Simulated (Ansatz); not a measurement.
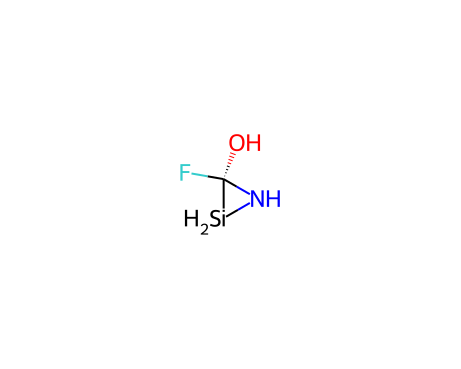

2D structure.

> Transcribe the drawing into SMILES.

O[C@]1(F)N[SiH2]1

> What is the molecular formula?

CH4FNOSi.

> An optimisation with PBE0-D4/def2-TZVP gave a structure of which point group?

C1.

The parts below concern this one geometry. Atoms keep their numbers from picture to picture. The geometry was computed by an optimisation with PBE0-D4/def2-TZVP.

**Shape**

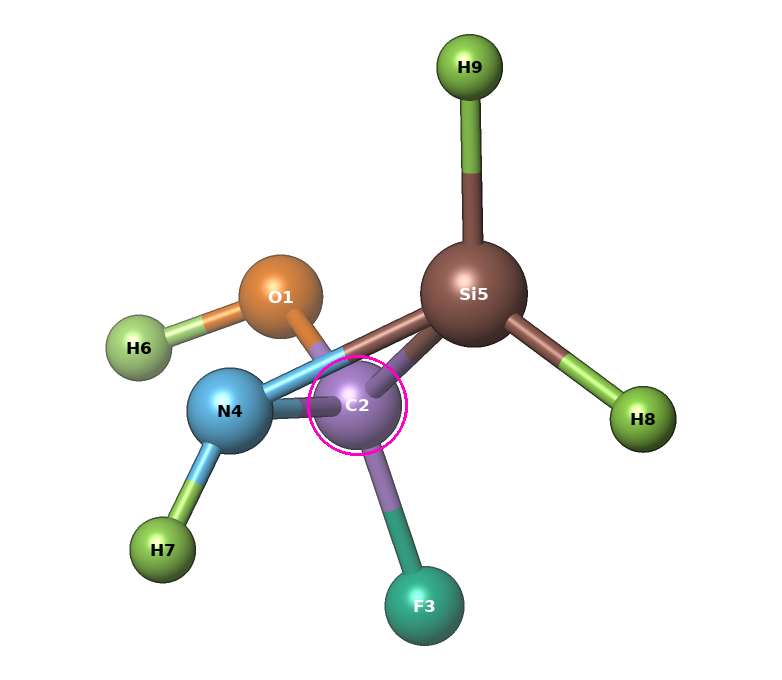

Depth is shown by fading: the farther an atom, the more it takes the colour of the background. Circles mark the stereogenic atoms.

> Assign CIP descriptors.

C2: S (priorities Si5 > F3 > O1 > N4).

**Vibrations**

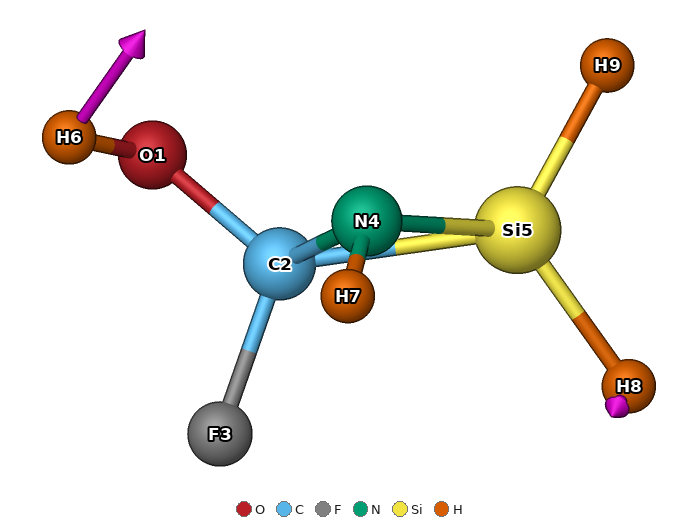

The arrows show one normal mode. Harmonic vibrations computed with RKS PBE0-D4/def2-TZVP (Ansatz 0.2.0) at a stationary point of the same level.

> Estimate its harmonic wavenumber.

206 cm⁻¹; it is mode 1 of 21 counted from the lowest.

**Dipole moment**

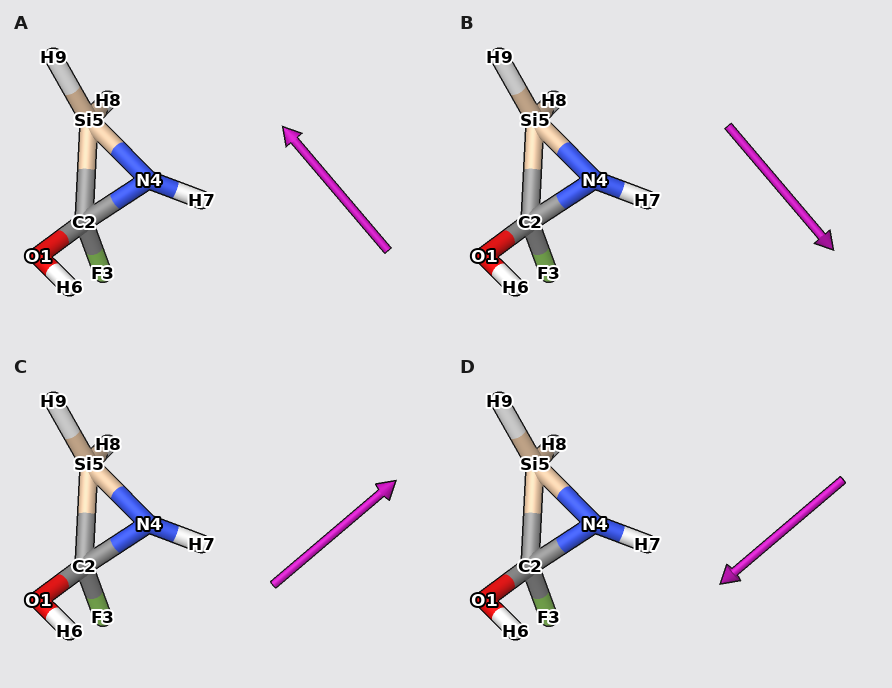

The same molecule four times, each with an arrow. Level of theory: RKS ωB97M-V/def2-TZVPP (Ansatz 0.2.0).

> Which arrow points along the dipole moment, from the negative to the positive end?

C. The dipole moment is 1.95 D; it points from the side of O1 to the side of H7 (the outermost atoms at the two ends).

**Charges**

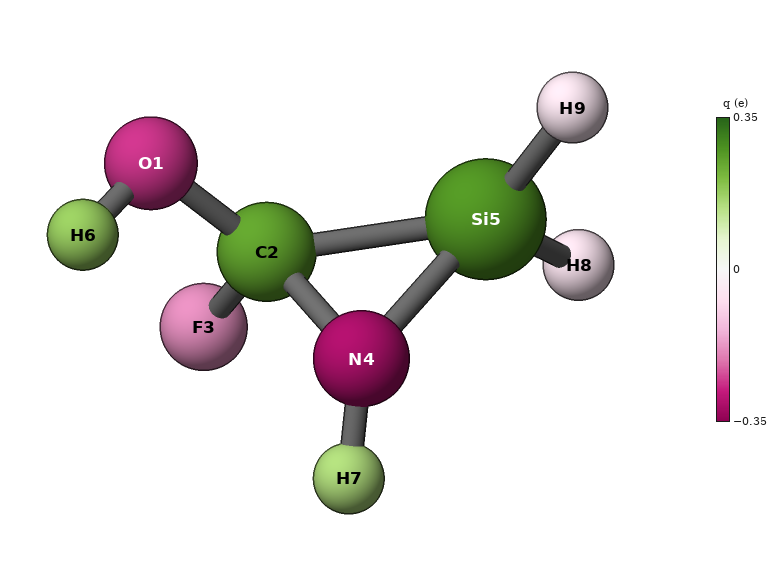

Atoms are coloured by their Mulliken charges. Method: RKS PBE-D4/def2-TZVPP (Ansatz 0.2.0).

> Which atom carries the highest charge (most positive or least negative)?

Si5 (0.27 e).

> And the lowest?

N4 (−0.30 e).

List the Mulliken charges.

| atom | value (e) |
| --- | --- |
| O1 | −0.26 |
| C2 | 0.25 |
| F3 | −0.18 |
| N4 | −0.30 |
| Si5 | 0.27 |
| H6 | 0.18 |
| H7 | 0.15 |
| H8 | −0.05 |
| H9 | −0.05 |

Mulliken values depend strongly on the basis set and can even reverse the polarity of a bond.
